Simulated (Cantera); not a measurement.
Charge: 1 mol Nb, 15 mol N₂O, 3.9 mol N₂, at 1.00 Torr.

Cantera equilibrium calculation (NASA polynomials, part measured and part estimated; ideal gas, pure solids and liquids). Candidate condensed phases: Nb, NbO, NbO₂, Nb₂O₅; 12 gas species. Condensed phases not in the tables: the oxides between NbO₂ and Nb₂O₅. Kinetics and transport are ignored.

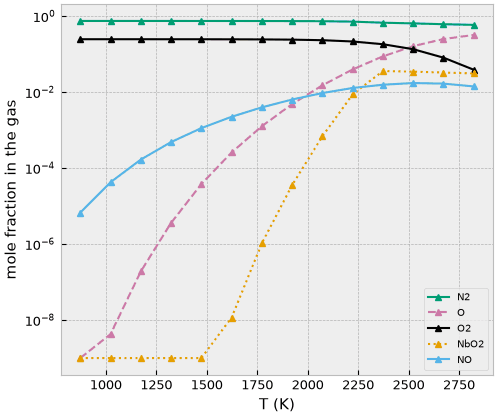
Figure: Equilibrium gas composition (values under 1e-9 drawn at 1e-9)

From 873 K to 1773 K the condensed part is Nb₂O₅(s). From 1923 K to 2223 K the condensed part is Nb₂O₅(l). From 2373 K to 2823 K nothing is condensed.
